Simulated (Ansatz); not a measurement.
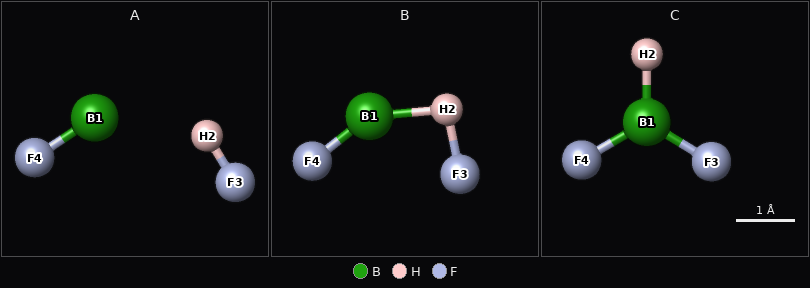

3 geometries from a converged minimum-energy path of BHF2, shuffled. Style: ball-and-stick. Shown face on.

These are results of RKS B3LYP-D4/6-31G* (Ansatz 0.2.0), not measurements. Run with 5 movable images; climbing image; force threshold 0.03 eV/Å; iteration limit 60; starting path through a guess of the saddle point.

**Which frame is the top of the path?**

B. In order along the path, whose images run from 0 to 6: C (image 0, 0.0 kJ/mol), B (image 2, +458.7 kJ/mol), A (image 4, +408.6 kJ/mol). Breaking: B1–F3 (1.32 → 1.87 at the top → 3.00 Å), B1–H2 (1.19 → 1.36 at the top → 2.05 Å). Forming: H2–F3 (2.18 → 1.16 at the top → 0.95 Å).
